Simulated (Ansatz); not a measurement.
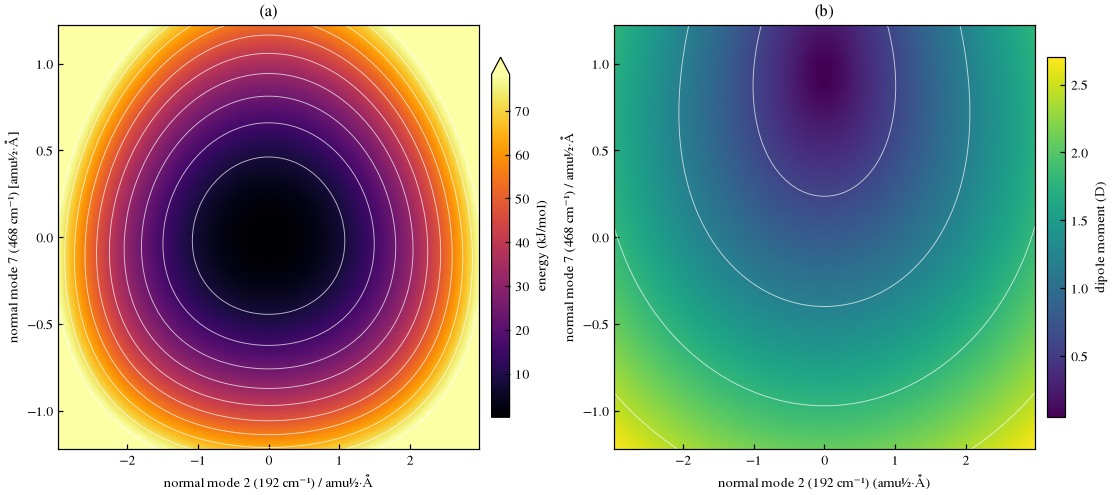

MoO2Cl2. 
- The first coordinate is: normal mode 2 (192 cm⁻¹); the second: normal mode 7 (468 cm⁻¹).
- Nothing is relaxed (straight displacements along the two mass-weighted modes).
- Grid: 15 × 15 points; 154 points were computed and 71 follow by symmetry.
- Energies: kJ/mol, counted from the lowest grid point.
- All numbers below come from Ansatz, RHF/def2-SVP.

Panel (a) is the energy and panel (b) the computed dipole moment on the same grid.

Drawn: a smooth colour map with a few white contour lines, one colour for all values above the top of the scale. Between grid points the surface is interpolated.

**How does the dipole moment vary over the map, and what is it at the lowest grid point?**

Leaving out the highest fifth of the energies, it runs from 0.06 D at normal mode 2 (192 cm⁻¹) = 0.00 amu½·Å, normal mode 7 (468 cm⁻¹) = 0.872 amu½·Å to 2.23 D at normal mode 2 (192 cm⁻¹) = −2.13 amu½·Å, normal mode 7 (468 cm⁻¹) = −1.046 amu½·Å. At the lowest grid point, normal mode 2 (192 cm⁻¹) = 0.00 amu½·Å, normal mode 7 (468 cm⁻¹) = 0.000 amu½·Å, it is 0.81 D.

| normal mode 7 (468 cm⁻¹) ↓, normal mode 2 (192 cm⁻¹) → | −2.98 | −2.55 | −2.13 | −1.70 | −1.28 | −0.85 | −0.43 | 0.00 | 0.43 | 0.85 | 1.28 | 1.70 | 2.13 | 2.55 | 2.98 |
| --- | --- | --- | --- | --- | --- | --- | --- | --- | --- | --- | --- | --- | --- | --- | --- |
| 1.221 | 1.78 | 1.56 | 1.32 | 1.07 | 0.82 | 0.58 | 0.35 | 0.22 | 0.35 | 0.58 | 0.82 | 1.07 | 1.32 | 1.56 | 1.78 |
| 1.046 | 1.74 | 1.51 | 1.27 | 1.03 | 0.78 | 0.52 | 0.27 | 0.08 | 0.27 | 0.52 | 0.78 | 1.03 | 1.27 | 1.51 | 1.74 |
| 0.872 | 1.71 | 1.48 | 1.25 | 1.00 | 0.76 | 0.51 | 0.26 | 0.06 | 0.26 | 0.51 | 0.76 | 1.00 | 1.25 | 1.48 | 1.71 |
| 0.698 | 1.70 | 1.47 | 1.24 | 1.00 | 0.76 | 0.53 | 0.32 | 0.20 | 0.32 | 0.53 | 0.76 | 1.00 | 1.24 | 1.47 | 1.70 |
| 0.523 | 1.70 | 1.48 | 1.25 | 1.02 | 0.80 | 0.59 | 0.42 | 0.35 | 0.42 | 0.59 | 0.80 | 1.02 | 1.25 | 1.48 | 1.70 |
| 0.349 | 1.72 | 1.50 | 1.28 | 1.07 | 0.87 | 0.69 | 0.55 | 0.50 | 0.55 | 0.69 | 0.87 | 1.07 | 1.28 | 1.50 | 1.72 |
| 0.174 | 1.76 | 1.55 | 1.34 | 1.14 | 0.96 | 0.80 | 0.70 | 0.65 | 0.70 | 0.80 | 0.96 | 1.14 | 1.34 | 1.55 | 1.76 |
| 0.000 | 1.82 | 1.61 | 1.42 | 1.23 | 1.07 | 0.94 | 0.85 | 0.81 | 0.85 | 0.94 | 1.07 | 1.23 | 1.42 | 1.61 | 1.82 |
| −0.174 | 1.90 | 1.70 | 1.51 | 1.34 | 1.20 | 1.08 | 1.01 | 0.98 | 1.01 | 1.08 | 1.20 | 1.34 | 1.51 | 1.70 | 1.90 |
| −0.349 | 2.00 | 1.81 | 1.63 | 1.47 | 1.34 | 1.24 | 1.17 | 1.15 | 1.17 | 1.24 | 1.34 | 1.47 | 1.63 | 1.81 | 2.00 |
| −0.523 | 2.11 | 1.93 | 1.76 | 1.62 | 1.49 | 1.40 | 1.34 | 1.32 | 1.34 | 1.40 | 1.49 | 1.62 | 1.76 | 1.93 | 2.11 |
| −0.698 | 2.24 | 2.06 | 1.91 | 1.77 | 1.66 | 1.58 | 1.52 | 1.51 | 1.52 | 1.58 | 1.66 | 1.77 | 1.91 | 2.06 | 2.24 |
| −0.872 | 2.38 | 2.21 | 2.06 | 1.94 | 1.83 | 1.76 | 1.71 | 1.69 | 1.71 | 1.76 | 1.83 | 1.94 | 2.06 | 2.21 | 2.38 |
| −1.046 | 2.53 | 2.38 | 2.23 | 2.11 | 2.02 | 1.94 | 1.90 | 1.88 | 1.90 | 1.94 | 2.02 | 2.11 | 2.23 | 2.38 | 2.53 |
| −1.221 | 2.70 | 2.55 | 2.41 | 2.30 | 2.21 | 2.14 | 2.09 | 2.08 | 2.09 | 2.14 | 2.21 | 2.30 | 2.41 | 2.55 | 2.70 |
